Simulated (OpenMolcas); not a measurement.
Single-point calculation, with input and output: CH$_{7}$NOSi (part 2 of 3)

The same run, continued: CH$_{7}$NOSi, SMILES OCN[SiH3]; CASSCF/ANO-RCC-VDZP, DKH2 (OpenMolcas 26.06). The geometry comes from this level: PBE0-D4/def2-TZVP.

Geometry of the input (Å):
```
O  -1.2080  1.8085  -0.6684
C  -0.0098  1.1978  -0.2606
N  0.0215  -0.2043  -0.5522
Si 0.4725  -1.4259  0.5712
H  -1.9307  1.2911  -0.2993
H  0.7769  1.7531  -0.7813
H  0.1508  1.3206  0.8204
H  0.0332  -0.4105  -1.5397
H  -0.2127  -1.1405  1.8601
H  1.9344  -1.5155  0.8581
H  0.0371  -2.7316  0.0127
```

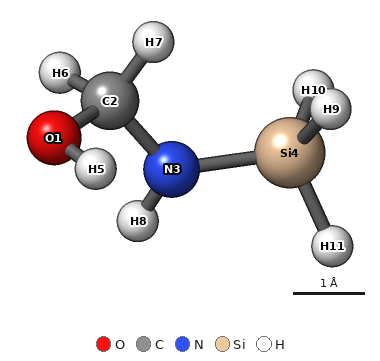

*The input geometry (ball-and-stick view, seen at a tilt; atoms are numbered from 1 in the order of the input).*

### The program's output, continued
```
      Total molecular charge    0.00

      Molecular orbitals exchanged:
        In symmetry  1 :  10  21
        In symmetry  1 :  22  31

      ************************************************************************************************************************
      *                                            Wave function control section                                             *
      ************************************************************************************************************************

                                         RASSCF iterations: Energy and convergence statistics
                                         ----------------------------------------------------

          iter iter root      energy       change     param      element    value   shift minimum  type update hh:mm:ss
 Nr of preliminary CI iterations:   1
        1   1    8    1  -460.61075712    0.00E+00   7.83E-02   16  21 1 -3.63E-03*  0.00   0.00    SX    NO    0:00:00
        2   1    8    1  -460.61167599   -9.19E-04* -2.14E-02   16  22 1 -1.25E-03*  0.00   0.00    SX    NO    0:00:00
        3   1    7    1  -460.61175951   -8.35E-05*  1.08E-02   16  22 1 -8.56E-04*  0.00   0.00    SX    NO    0:00:00
        4   1    7    1  -460.61178567   -2.62E-05*  6.64E-03   16  22 1 -5.03E-04*  0.00   0.00    SX    NO    0:00:00
        5   1    7    1  -460.61179594   -1.03E-05*  9.64E-03   16  22 1 -3.08E-04*  0.00   2.50    LS   YES    0:00:00
        6   1    6    1  -460.61180286   -6.92E-06* -3.08E-03   16  31 1 -1.25E-04*  0.00   1.24    QN   YES    0:00:00
        7   1    6    1  -460.61180334   -4.74E-07*  8.86E-04   19  22 1  3.88E-05   0.00   1.17    QN   YES    0:00:00
        8   1    6    1  -460.61180341   -7.14E-08*  7.75E-04   10  22 1 -2.44E-05   0.00   1.88    LS   YES    0:00:00
        9   1    6    1  -460.61180343   -1.88E-08*  4.96E-04   19  30 1 -3.16E-05   0.00   0.96    QN   YES    0:00:00
       10   1    5    1  -460.61180345   -2.54E-08* -4.15E-04   21  30 1 -1.93E-05   0.00   1.61    QN   YES    0:00:00
       11   1    4    1  -460.61180346   -6.93E-09  -3.32E-05   16  31 1 -6.92E-06   0.00   1.01    QN   YES    0:00:00
      Convergence after 11 iterations
       12   1    4    1  -460.61180346   -2.17E-10  -3.32E-05   19  30 1  2.07E-06   0.00   1.01    QN   YES    0:00:00

      ************************************************************************************************************************
                                                      Wave function printout:
                       occupation of active orbitals, and spin coupling of open shells (u,d: Spin up or down)
      ************************************************************************************************************************

      Note: transformation to natural orbitals
      has been made, which may change the order of the CSFs.

      printout of CI-coefficients larger than  0.05 for root  1
      energy=    -460.611803
      conf/sym  11     Coeff  Weight
             1  20   0.99541 0.99083
             3  02  -0.09575 0.00917

      Natural orbitals and occupation numbers for root  1
      sym 1:   1.981664   0.018336

      ************************************************************************************************************************
      *                                                    Final results                                                     *
      ************************************************************************************************************************

++    Final optimization conditions:
      ------------------------------

      Average CI energy                            -460.61180346
      RASSCF energy for state  1                   -460.61180346
      Super-CI energy                                -0.00000000
      RASSCF energy change                           -0.00000000
      Max change in MO coefficients              -3.220E-05
      Max non-diagonal density matrix element    -3.316E-05
      Maximum BLB matrix element                  2.065E-06
      (orbital pair  19,  30 in symmetry   1)
      Norm of electronic gradient            3.226E-06
--

      Final state energy(ies):
      ------------------------

::    RASSCF root number  1 Total energy:   -460.61180346
      Von Neumann Entropy (Root   1) =  0.07523

      Mulliken population analysis for root number:  1
      -----------------------------------------------

++    Molecular charges:
      ------------------

      Mulliken charges per centre
      ---------------------------

                O1      C2      N3      SI4     H5      H6      H7      H8      H9      H10     H11
      Total    8.5779  6.0329  7.6303 13.4360  0.6440  0.8338  0.8545  0.7734  1.0716  1.0826  1.0631

      N-E     -0.5779 -0.0329 -0.6303  0.5640  0.3560  0.1662  0.1455  0.2266 -0.0716 -0.0826 -0.0631

      Total electronic charge=   42.000000

      Total            charge=   -0.000000
--

      Expectation values of various properties for root number:  1
      -----------------------------------------------------------

++    Molecular properties:
      ---------------------

      Charge (e):
                      =   -0.0000
      Dipole Moment (debye):
      Origin of the operator (angstrom)=   -0.0665   -0.0116   -0.0601
                   X=  4.9316E-01               Y= -1.4943E+00               Z=  4.8369E-01           Total=  1.6462E+00
      Quadrupole Moment (debye*angstrom):
      Origin of the operator (angstrom)=   -0.0665   -0.0116   -0.0601
                  XX= -3.7819E+01              XY=  2.7002E+00              XZ= -2.0884E+00              YY= -4.3985E+01
                  YZ=  3.0507E+00              ZZ= -3.8094E+01
      In traceless form (debye*angstrom)
                  XX=  3.2199E+00              XY=  4.0503E+00              XZ= -3.1326E+00              YY= -6.0280E+00
                  YZ=  4.5760E+00              ZZ=  2.8081E+00
--

      LoProp population analysis for root number:  1
      -----------------------------------------------

++    LoProp analysis:
      ----------------

++    Static properties:
      ------------------

      LoProp Charges per center

                   O1       C2       N3       SI4      H5       H6       H7       H8       H9       H10
      Nuclear      8.0000   6.0000   7.0000  14.0000   1.0000   1.0000   1.0000   1.0000   1.0000   1.0000
      Electronic  -8.4328  -5.9637  -7.4462 -13.5435  -0.7414  -0.9032  -0.9151  -0.8377  -1.0703  -1.0837

      Total       -0.4328   0.0363  -0.4462   0.4565   0.2586   0.0968   0.0849   0.1623  -0.0703  -0.0837

                   H11
      Nuclear      1.0000
      Electronic  -1.0624

      Total       -0.0624
--

      Natural Bond Order analysis for root number:  1

++    Natural Bond Order analysis
      ---------------------------
      Based on LoProp computed density
      -------------------------------------------------------------------------------------
      Atom A       Atom B       Bond Order
      -------------------------------------------------------------------------------------
      NBO located      0.999 non-bonded electrons on atom O1
      NBO located      0.997 non-bonded electrons on atom C2
      NBO located      0.998 non-bonded electrons on atom N3
      NBO located      1.003 non-bonded electrons on atom SI4
      NBO located      1.000 non-bonded electrons on atom SI4
      NBO located      0.999 non-bonded electrons on atom SI4
      NBO located      0.999 non-bonded electrons on atom SI4
      NBO located      0.999 non-bonded electrons on atom SI4
      The remaining   15.868 electrons are to be considered as diffuse
--

--

      Average orbitals are written to the RASORB file
      Natural orbitals for root   1 are written to the RASORB.1 file
      Spin density orbitals for root   1 are written to the SPDORB.1 file

--- Stop Module: rasscf /rc=_RC_ALL_IS_WELL_ ---

>>> COPY step2.RunFile RUNFIL1

>>> COPY step2.RasOrb INPORB

--- Start Module: gateway ---

                                              &GATEWAY

                       available to each process: 1.9 GB of memory, 1 thread

++    Symmetry information:
      ---------------------

                    Character Table for C1

                             E
                    a        1  x, y, xy, Rz, z, xz, Ry, yz, Rx, I
--

++    Basis set information:
      ----------------------

      Basis set label: O.ANO-RCC...3S2P1D.

      Electronic valence basis set:
      ------------------
      Associated Effective Charge   8.000000 au
      Associated Actual Charge      8.000000 au
      Nuclear Model: Point charge

      Shell  nPrim  nBasis  Cartesian Spherical Contaminant
         s      14       3        X
         p       9       2        X
         d       4       1                 X

      Basis set label: C.ANO-RCC...3S2P1D.

      Electronic valence basis set:
      ------------------
      Associated Effective Charge   6.000000 au
      Associated Actual Charge      6.000000 au
      Nuclear Model: Point charge

      Shell  nPrim  nBasis  Cartesian Spherical Contaminant
         s      14       3        X
         p       9       2        X
         d       4       1                 X

      Basis set label: N.ANO-RCC...3S2P1D.

      Electronic valence basis set:
      ------------------
      Associated Effective Charge   7.000000 au
      Associated Actual Charge      7.000000 au
      Nuclear Model: Point charge

      Shell  nPrim  nBasis  Cartesian Spherical Contaminant
         s      14       3        X
         p       9       2        X
         d       4       1                 X

      Basis set label: SI.ANO-RCC...4S3P1D.

      Electronic valence basis set:
      ------------------
      Associated Effective Charge  14.000000 au
      Associated Actual Charge     14.000000 au
      Nuclear Model: Point charge

      Shell  nPrim  nBasis  Cartesian Spherical Contaminant
         s      17       4        X
         p      12       3        X
         d       5       1                 X

      Basis set label: H.ANO-RCC...2S1P.

      Electronic valence basis set:
      ------------------
      Associated Effective Charge   1.000000 au
      Associated Actual Charge      1.000000 au
      Nuclear Model: Point charge

      Shell  nPrim  nBasis  Cartesian Spherical Contaminant
         s       8       2        X
         p       4       1        X
--

++    Molecular structure info:
      -------------------------

                    ************************************************
                    **** Cartesian Coordinates / bohr, angstrom ****
                    ************************************************

     Center  Label                x              y              z                     x              y              z
        1      O1              -2.282789       3.417570      -1.263093             -1.208000       1.808500      -0.668400
        2      C2              -0.018519       2.263514      -0.492463             -0.009800       1.197800      -0.260600
        3      N3               0.040629      -0.386071      -1.043507              0.021500      -0.204300      -0.552200
        4      SI4              0.892896      -2.694560       1.079412              0.472500      -1.425900       0.571200
        5      H5              -3.648494       2.439825      -0.565595             -1.930700       1.291100      -0.299300
        6      H6               1.468128       3.312879      -1.476443              0.776900       1.753100      -0.781300
        7      H7               0.284971       2.495572       1.550331              0.150800       1.320600       0.820400
        8      H8               0.062739      -0.775733      -2.909611              0.033200      -0.410500      -1.539700
        9      H9              -0.401945      -2.155233       3.515080             -0.212700      -1.140500       1.860100
       10      H10              3.655486      -2.863880       1.621574              1.934400      -1.515500       0.858100
       11      H11              0.070109      -5.161976       0.024000              0.037100      -2.731600       0.012700

                    ***************************************
                    *    InterNuclear Distances / bohr    *
                    ***************************************

               1 O1            2 C2            3 N3            4 SI4           5 H5            6 H6
    1 O1       0.000000
    2 C2       2.655680        0.000000
    3 N3       4.462530        2.706926        0.000000
    4 SI4      7.275331        5.280527        3.249964        0.000000
    5 H5       1.818691        3.634990        4.671587        7.049269        0.000000
    6 H6       3.758438        2.068696        3.988410        6.553824        5.269885        0.000000
    7 H7       3.919034        2.078212        3.884787        5.246791        4.466811        3.351002
    8 H8       5.079007        3.884100        1.906481        4.503706        5.441275        4.554759
    9 H9       7.577904        5.977686        4.909838        2.810688        6.950291        7.636276
   10 H10      9.112685        6.652641        5.129267        2.820375        9.287687        7.248075
   11 H11      8.988956        7.443956        4.893844        2.806958        8.483102        8.719458

               7 H7            8 H8            9 H9           10 H10          11 H11
    7 H7       0.000000
    8 H8       5.535514        0.000000
    9 H9       5.095299        6.587534        0.000000
   10 H10      6.331602        6.148157        4.533243        0.000000
   11 H11      7.811139        5.276861        4.631520        4.548452        0.000000

                    *******************************************
                    *    InterNuclear Distances / angstrom    *
                    *******************************************

               1 O1            2 C2            3 N3            4 SI4           5 H5            6 H6
    1 O1       0.000000
    2 C2       1.405325        0.000000
    3 N3       2.361469        1.432444        0.000000
    4 SI4      3.849939        2.794335        1.719807        0.000000
    5 H5       0.962410        1.923554        2.472097        3.730312        0.000000
    6 H6       1.988880        1.094707        2.110576        3.468134        2.788703        0.000000
    7 H7       2.073863        1.099742        2.055741        2.776482        2.363734        1.773274
    8 H8       2.687695        2.055377        1.008866        2.383258        2.879399        2.410275
    9 H9       4.010054        3.163255        2.598175        1.487352        3.677936        4.040943
   10 H10      4.822225        3.520426        2.714291        1.492478        4.914832        3.835516
   11 H11      4.756751        3.939172        2.589711        1.485378        4.489064        4.614139
```
